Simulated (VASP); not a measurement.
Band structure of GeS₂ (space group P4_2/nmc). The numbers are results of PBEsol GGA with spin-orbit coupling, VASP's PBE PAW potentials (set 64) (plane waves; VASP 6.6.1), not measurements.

The path is coarsely sampled, so an indirect gap can come out somewhat too large. Without a dispersion term in the relaxation, distances and binding between the weakly bound layers, chains or molecules are unreliable, and so is what depends on them.

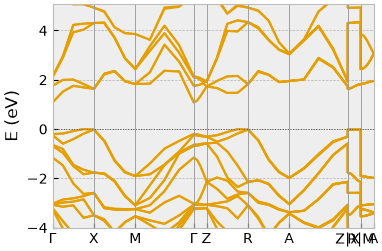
*Bands along high-symmetry lines, zero at the valence-band maximum or, without a gap, the Fermi level*

**Question.** Read the plot: is there a gap, and where are the band edges?

**Answer.** The gap is indirect, 1.08 eV, from the valence maximum at Γ-X at 0.75 to the conduction minimum at Γ.

The structure comes from a computed database's GeS2 entry (P4_2/nmc); how it stands against other phases isn't given here. It was relaxed first.
